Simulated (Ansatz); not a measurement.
# Ta3N: a listed cell, distorted in several ways

Aim: see how energy, forces, stress and gap of Ta3N answer to further strains and shifts, distortions that keep the symmetry. Nothing is relaxed unless a step says so.

Computed with Ansatz 0.2.0 (DFT PBEsol, scalar-relativistic, plane waves, PAW, unless a step's input says otherwise).

## Step 1: The system as given

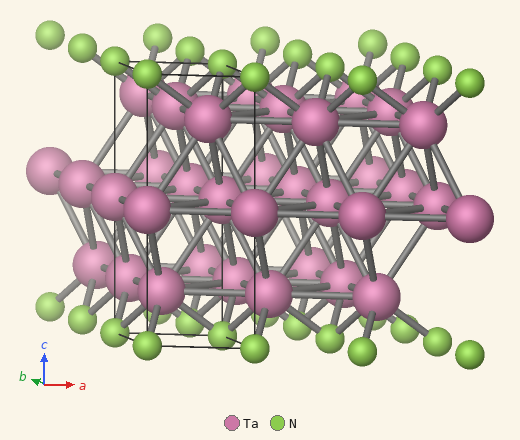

The starting structure, seen slightly off an axis (tantalum pink, nitrogen green). 3×3×1 cells are drawn. Atoms on the faces are drawn again on the opposite ones.

Structure file:

```cif
data_structure
_symmetry_space_group_name_H-M 'P 1'
_symmetry_Int_Tables_number 1
_cell_length_a 3.0322
_cell_length_b 3.0322
_cell_length_c 7.5241
_cell_angle_alpha 90.000
_cell_angle_beta 90.000
_cell_angle_gamma 120.000
_cell_volume 59.91
loop_
_atom_site_label
_atom_site_type_symbol
_atom_site_fract_x
_atom_site_fract_y
_atom_site_fract_z
_atom_site_occupancy
Ta1 Ta 0.00000 0.00000 0.50000 1
Ta2 Ta 0.33333 0.66667 0.17393 1
Ta3 Ta 0.66667 0.33333 0.82607 1
N1 N 0.00000 0.00000 0.00000 1
```

The structure comes from the Materials Project (structure only).

## Step 2: A change within the space group

Against the listed cell: strain xx, yy, zz, yz, xz, xy = +1.6, +1.6, +7.6, +0.0, +0.0, +0.0 %; atoms moved by 0.15 Å root mean square, at most 0.21 Å.

input.yaml

```yaml
crystal:
  lattice:
    - [3.0795266821, 0.0, 0.0]
    - [-1.5397633411, 2.6669483384, 0.0]
    - [0.0, 0.0, 8.0929617572]
  atoms:
    - { symbol: Ta, position: [0.0, 0.0, 0.5] }
    - { symbol: Ta, position: [0.33333333, 0.66666667, 0.2021235369] }
    - { symbol: Ta, position: [0.66666667, 0.33333333, 0.7978764631] }
    - { symbol: "N", position: [0.0, 0.0, 0.0] }
basis:
  ecutwfc: 420
kpoints:
  mp_grid: { grid: [15, 15, 6] }
hamiltonian:
  xc: pbesol
scf:
  occupations: { method: gaussian, width: 0.1 }
output:
  forces: true
  stress: true
  eigenvalues: true
  populations: true
```

The run is started by

```console
ansatz run input.yaml --threads 1 --pin off --max-ram 1331MiB --backend cpu --events-out ev --progress --plain --runs-dir out
```

The log of the run (excerpt; [...] marks lines left out):

```text
Warning: RAYON_NUM_THREADS=1 ignored (pool sized by the plan → 1); use --threads N
[...]
Pseudopotentials: kind: paw
Pseudopotential: Ta, paw, valence charge 13, recommended cutoff 420 eV (normal), Ta.paw.azcp
Pseudopotential: N, paw, valence charge 5, recommended cutoff 420 eV (normal), N.paw.azcp
Functional definition: PBEsol
[...]
Crystal: 4 atoms, lattice volume = 66.467 Å³
Basis set: ecut = 420 eV, 1275 PW (Γ), exchange–correlation on 48×48×120 points (8 copies of the dense FFT grid, shifted against one another)
Bands: 27, of which v1, the nominal top of the filled ones, is band 22 counted from 1 (21 counted from 0)
Symmetry: 12 space group operations
Space group: P-3m1 (ITA 164), of the structure as read, at distance tolerance 4.1e-5 Å
k-points: 146 of 1350
[...]
SCF iter   1: F=—  HF=-29798.457414 eV  |F-HF|=—  |Δ(HF+E_count)|=         —  Δρ=1.58e-2  dr2=1.05e0  ethr=1.77e-3  ⟨swp⟩=4.5  Hψ=16356  notcnv=0
[...]
SCF iter   8: F=-29798.375278 eV  HF=-29798.375278 eV  |F-HF|=2.81e-8  |Δ(HF+E_count)|=   4.34e-7  Δρ=5.60e-6  dr2=3.99e-8  ethr=2.27e-10  ⟨swp⟩=4.1  Hψ=16543  notcnv=0
[...]
SCF converged after 8 iterations
Free energy (F): -29798.375278 eV
[...]
E sigma→0 (E₀):  -29798.363522 eV
Entropy (-TS):   -0.023511 eV (-5.878 meV/atom)
Fermi energy:    16.375704 eV
[...]
--- Forces (eV/Å), atoms counted from 1 ---
  atom   1  Ta     0.00000000     0.00000000     0.00000000
  atom   2  Ta    -0.00000000    -0.00000000    -3.41680753
  atom   3  Ta     0.00000000     0.00000000     3.41680753
  atom   4  N     -0.00000000    -0.00000000     0.00000000
[...]
--- Stress (GPa, compression-positive) ---
      -23.848462      -0.000000      -0.000000
       -0.000000     -23.848462      -0.000000
       -0.000000      -0.000000     -34.251205
  P = ⅓ Tr σ = -27.3160 GPa (-273.160 kbar)
--- Band table (eV; the first three rows and the last of 146) ---
  k-point 0: bands = ["-51.9477", "-51.9439", "-51.5080", "-18.5642", "-18.4656", "-18.1084", "-18.1084", "-18.1053", "-18.1053", "-17.8006", "-17.6924", "-17.6924", "1.4080", "9.2415", "9.4901", "12.3007", "13.9645", "13.9645", "15.3199", "16.2638", "16.2638", "16.3560", "16.4358", [...]
--- Löwdin populations: 4 sites ---
  site symbol       q [e]
     0     Ta     12.7890
     1     Ta     12.5269
     2     Ta     12.5269
     3      N      5.7792
  spilling = 0.008589 (of n_electrons = 44.000000)
```

Wall time 11 s (1 thread of an x86-64 CPU, shared host); peak memory 0.52 GiB.

By site:

```
atom  Löwdin electrons
 Ta1             12.79
 Ta2             12.53
 Ta3             12.53
  N4              5.78
```

The Löwdin counts miss 0.38 of the 44 electrons, which the atomic orbitals do not span, so they are no charges.

## Step 3: A distortion that keeps the symmetry

Against the listed cell: strain xx, yy, zz, yz, xz, xy = +1.2, +1.2, -4.8, +0.0, +0.0, +0.0 %; atoms moved by 0.10 Å root mean square, at most 0.14 Å.

input.yaml

```yaml
crystal:
  lattice:
    - [3.0672764972, 0.0, 0.0]
    - [-1.5336382487, 2.656339367, 0.0]
    - [0.0, 0.0, 7.1596678037]
  atoms:
    - { symbol: Ta, position: [0.0, 0.0, 0.5] }
    - { symbol: Ta, position: [0.33333333, 0.66666667, 0.1551343087] }
    - { symbol: Ta, position: [0.66666667, 0.33333333, 0.8448656913] }
    - { symbol: "N", position: [0.0, 0.0, 0.0] }
basis:
  ecutwfc: 420
kpoints:
  mp_grid: { grid: [15, 15, 6] }
hamiltonian:
  xc: pbesol
scf:
  occupations: { method: gaussian, width: 0.1 }
output:
  forces: true
  stress: true
  eigenvalues: true
```

The run is started by

```console
ansatz run input.yaml --threads 1 --pin off --max-ram 1331MiB --backend cpu --events-out ev --progress --plain --runs-dir out
```

The log of the run (excerpt; [...] marks lines left out):

```text
Warning: RAYON_NUM_THREADS=1 ignored (pool sized by the plan → 1); use --threads N
[...]
[... 4 set-up lines as earlier in the session ...]
[...]
Crystal: 4 atoms, lattice volume = 58.335 Å³
Basis set: ecut = 420 eV, 1127 PW (Γ), exchange–correlation on 48×48×96 points (8 copies of the dense FFT grid, shifted against one another)
Bands: 27, of which v1, the nominal top of the filled ones, is band 22 counted from 1 (21 counted from 0)
[... 1 set-up line as earlier in the session ...]
Space group: P-3m1 (ITA 164), of the structure as read, at distance tolerance 3.9e-5 Å
k-points: 146 of 1350
[...]
SCF iter   1: F=—  HF=-29799.855287 eV  |F-HF|=—  |Δ(HF+E_count)|=         —  Δρ=8.74e-3  dr2=3.08e-2  ethr=1.77e-3  ⟨swp⟩=5.1  Hψ=16636  notcnv=0
[...]
SCF iter   7: F=-29799.847823 eV  HF=-29799.847823 eV  |F-HF|=9.76e-9  |Δ(HF+E_count)|=   4.08e-8  Δρ=4.24e-6  dr2=1.59e-8  ethr=2.27e-10  ⟨swp⟩=5.9  Hψ=14197  notcnv=0
[...]
SCF converged after 7 iterations
Free energy (F): -29799.847823 eV
[...]
E sigma→0 (E₀):  -29799.841668 eV
Entropy (-TS):   -0.012311 eV (-3.078 meV/atom)
Fermi energy:    19.265668 eV
[...]
--- Forces (eV/Å), atoms counted from 1 ---
  atom   1  Ta    -0.00000000    -0.00000000     0.00000000
  atom   2  Ta     0.00000000     0.00000000     2.68883076
  atom   3  Ta    -0.00000000    -0.00000000    -2.68883076
  atom   4  N     -0.00000000     0.00000000     0.00000000
[...]
--- Stress (GPa, compression-positive) ---
        5.732623       0.000000       0.000000
        0.000000       5.732623       0.000000
        0.000000       0.000000       8.858408
  P = ⅓ Tr σ = 6.7746 GPa (67.746 kbar)
--- Band table (eV; the first three rows and the last of 146) ---
[... band rows left out ...]
[...]
```

It took 5.4 s on 1 thread of an x86-64 CPU, shared host; peak memory 0.5 GiB.

## Step 4: A change within the space group

Against the listed cell: strain xx, yy, zz, yz, xz, xy = +1.8, +1.8, -4.2, +0.0, +0.0, +0.0 %; atoms moved by 0.06 Å root mean square, at most 0.08 Å.

input.yaml

```yaml
crystal:
  lattice:
    - [3.0868646642, 0.0, 0.0]
    - [-1.5434323321, 2.6733032172, 0.0]
    - [0.0, 0.0, 7.2082737287]
  atoms:
    - { symbol: Ta, position: [0.0, 0.0, 0.5] }
    - { symbol: Ta, position: [0.33333333, 0.66666667, 0.1852074148] }
    - { symbol: Ta, position: [0.66666667, 0.33333333, 0.8147925852] }
    - { symbol: "N", position: [0.0, 0.0, 0.0] }
basis:
  ecutwfc: 420
kpoints:
  mp_grid: { grid: [15, 15, 6] }
hamiltonian:
  xc: pbesol
scf:
  occupations: { method: gaussian, width: 0.1 }
output:
  forces: true
  stress: true
  eigenvalues: true
  populations: true
```

The run is started by

```console
ansatz run input.yaml --threads 1 --pin off --max-ram 1331MiB --backend cpu --events-out ev --progress --plain --runs-dir out
```

The log of the run (excerpt; [...] marks lines left out):

```text
Warning: RAYON_NUM_THREADS=1 ignored (pool sized by the plan → 1); use --threads N
[...]
[... 4 set-up lines as earlier in the session ...]
[...]
Crystal: 4 atoms, lattice volume = 59.484 Å³
Basis set: ecut = 420 eV, 1153 PW (Γ), exchange–correlation on 48×48×100 points (8 copies of the dense FFT grid, shifted against one another)
Bands: 27, of which v1, the nominal top of the filled ones, is band 22 counted from 1 (21 counted from 0)
[... 2 set-up lines as earlier in the session ...]
k-points: 146 of 1350
[...]
SCF iter   1: F=—  HF=-29799.867941 eV  |F-HF|=—  |Δ(HF+E_count)|=         —  Δρ=9.77e-3  dr2=1.77e-1  ethr=1.77e-3  ⟨swp⟩=4.9  Hψ=16350  notcnv=0
[...]
SCF converged after 7 iterations
Free energy (F): -29799.847998 eV
[...]
E sigma→0 (E₀):  -29799.840863 eV
Entropy (-TS):   -0.014271 eV (-3.568 meV/atom)
Fermi energy:    18.850121 eV
[...]
--- Forces (eV/Å), atoms counted from 1 ---
  atom   1  Ta     0.00000000     0.00000000     0.00000000
  atom   2  Ta    -0.00000000     0.00000000    -2.05658978
  atom   3  Ta     0.00000000    -0.00000000     2.05658978
  atom   4  N      0.00000000     0.00000000     0.00000000
[...]
--- Stress (GPa, compression-positive) ---
      -11.098458      -0.000000       0.000000
        0.000000     -11.098458       0.000000
        0.000000       0.000000       0.246104
  P = ⅓ Tr σ = -7.3169 GPa (-73.169 kbar)
--- Band table (eV; the first three rows and the last of 146) ---
[... band rows left out ...]
[...]
--- Löwdin populations: 4 sites ---
  site symbol       q [e]
     0     Ta     12.8441
     1     Ta     12.5764
     2     Ta     12.5764
     3      N      5.6812
  spilling = 0.007317 (of n_electrons = 44.000000)
```

Wall time 7.2 s (1 thread of an x86-64 CPU, shared host); peak memory 0.5 GiB.

Site by site:

```
atom  Löwdin electrons
 Ta1             12.84
 Ta2             12.58
 Ta3             12.58
  N4              5.68
```

The Löwdin counts miss 0.32 of the 44 electrons, which the atomic orbitals do not span, so they are no charges.

## Step 5: A distortion of lower symmetry

Against the listed cell: strain xx, yy, zz, yz, xz, xy = -3.6, -3.6, -0.6, -0.4, +0.7, +0.0 %; atoms moved by 0.15 Å root mean square, at most 0.21 Å.

input.yaml

```yaml
crystal:
  lattice:
    - [2.9223058683, -0.0003638669, 0.0202552562]
    - [-1.4614680522, 2.5306316753, -0.0202376627]
    - [0.0502612352, -0.0289679274, 7.4765844542]
  atoms:
    - { symbol: Ta, position: [0.0, 0.0, 0.5] }
    - { symbol: Ta, position: [0.3057684873, 0.6942315127, 0.1945375526] }
    - { symbol: Ta, position: [0.6942315127, 0.3057684873, 0.8054624474] }
    - { symbol: "N", position: [0.0, 0.0, 0.0] }
basis:
  ecutwfc: 420
kpoints:
  mp_grid: { grid: [15, 15, 6] }
hamiltonian:
  xc: pbesol
scf:
  occupations: { method: gaussian, width: 0.1 }
output:
  forces: true
  stress: true
  eigenvalues: true
```

The run is started by

```console
ansatz run input.yaml --threads 1 --pin off --max-ram 1331MiB --backend cpu --events-out ev --progress --plain --runs-dir out
```

The log of the run (excerpt; [...] marks lines left out):

```text
Warning: 2 symmetry operations that the atoms keep within the bar at which the run's group was sought (crystal.symmetry.tolerance 1.0e-5, or twice it) were not taken beside the 2 unitary ones that the detection took (of a slab, those that keep its plane). If the more symmetric cell is [...]
Warning: RAYON_NUM_THREADS=1 ignored (pool sized by the plan → 1); use --threads N
[...]
[... 4 set-up lines as earlier in the session ...]
[...]
Crystal: 4 atoms, lattice volume = 55.284 Å³
Basis set: ecut = 420 eV, 1069 PW (Γ), exchange–correlation on 40×40×100 points (8 copies of the dense FFT grid, shifted against one another)
Bands: 27, of which v1, the nominal top of the filled ones, is band 22 counted from 1 (21 counted from 0)
Symmetry: 2 space group operations
Space group: P-1 (ITA 2), of the structure as read, at distance tolerance 3.8e-5 Å
k-points: 676 of 1350
[...]
SCF iter   1: F=—  HF=-29799.620531 eV  |F-HF|=—  |Δ(HF+E_count)|=         —  Δρ=1.31e-2  dr2=2.63e-1  ethr=1.77e-3  ⟨swp⟩=5.0  Hψ=75249  notcnv=0
[...]
SCF iter   8: F=-29799.587604 eV  HF=-29799.587604 eV  |F-HF|=3.30e-9  |Δ(HF+E_count)|=   3.85e-8  Δρ=1.75e-6  dr2=4.22e-9  ethr=2.27e-10  ⟨swp⟩=5.6  Hψ=63310  notcnv=0
[...]
SCF converged after 8 iterations
Free energy (F): -29799.587604 eV
[...]
E sigma→0 (E₀):  -29799.578803 eV
Entropy (-TS):   -0.017603 eV (-4.401 meV/atom)
Fermi energy:    20.260515 eV
[...]
--- Forces (eV/Å), atoms counted from 1 ---
  atom   1  Ta     0.00000000     0.00000000     0.00000000
  atom   2  Ta     0.38654140    -0.22332805    -3.03162786
  atom   3  Ta    -0.38654140     0.22332805     3.03162786
  atom   4  N      0.00000000     0.00000000     0.00000000
[...]
--- Stress (GPa, compression-positive) ---
       13.833523      -5.105779       4.094058
       -5.105779       7.938152      -2.362691
        4.094058      -2.362690      12.132608
  P = ⅓ Tr σ = 11.3014 GPa (113.014 kbar)
--- Band table (eV; the first three rows and the last of 676) ---
[... band rows left out ...]
[...]
```

Wall time 22 s (1 thread of an x86-64 CPU, shared host); peak memory 0.95 GiB.

## Step 6: All points side by side

```
step                                  case  energy (meV/atom)  pressure (GPa)  largest force (eV/Å)  gap on the mesh (eV)
   2       a change within the space group               +0.0           -27.3                  3.42                  0.00
   3  a distortion that keeps the symmetry             -369.5             6.8                  2.69                  0.00
   4       a change within the space group             -369.3            -7.3                  2.06                  0.00
   5        a distortion of lower symmetry             -303.8            11.3                  3.06                  0.00
```

Energies are counted from step 2, with the smearing taken to zero. A gap of 0.00 means none on the mesh at this level.

In words: Among the distorted cells of the listed formula and level the largest force, 3.42 eV/Å, comes in step 2, shared by 2 atoms. The pressure is 11.3 GPa in the smallest cell and -27.3 GPa in the largest; between them shape and moved atoms count too. The distorted cells of the listed formula and level show no gap on the mesh. The runs treat Ta without spin-orbit coupling.
